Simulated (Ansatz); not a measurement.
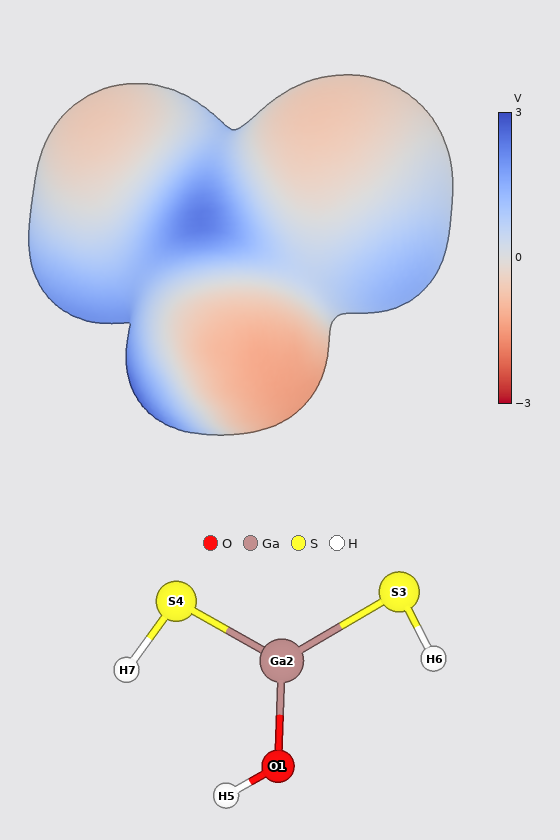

*GaH3OS2 (SMILES [OH][Ga]([SH])[SH]). The molecular electrostatic potential painted on the density surface at 0.002 e/bohr³, seen at a tilt; red is negative and blue positive. The bare structure is drawn below in the same view.*

Geometry: PBE0-D4/def2-TZVP.

These are results of RKS PBE0-D4/def2-TZVPP (Ansatz), not measurements.

Input

```
crystal:
  periodic: [false, false, false]
  atoms:
    - {symbol: O, position_ang: [-1.345900, 0.632066, 0.190227]}
    - {symbol: Ga, position_ang: [0.263839, -0.126032, 0.092949]}
    - {symbol: S, position_ang: [1.250549, -0.524631, 2.000490]}
    - {symbol: S, position_ang: [1.232644, -0.644579, -1.808517]}
    - {symbol: H, position_ang: [-1.765798, 0.796435, -0.656453]}
    - {symbol: H, position_ang: [0.211963, -0.018272, 2.688661]}
    - {symbol: H, position_ang: [0.213903, -0.182887, -2.553056]}
basis:
  gaussian: {orbitals: def2-TZVPP}
hamiltonian: {xc: pbe0, dispersion: d4}
output: {orbitals: {seedname: orbitals}}
```

Command:

```sh
ansatz run in.yaml --threads 2 --pin off --events-out ev --progress --plain --max-ram 32768MiB --backend cpu
```

### Describe the electrostatic potential map.

The most negative region (about −1.3 V) lies over O1, the most positive (about +2.6 V) over H5. O1 is the likeliest acceptor of a hydrogen bond.
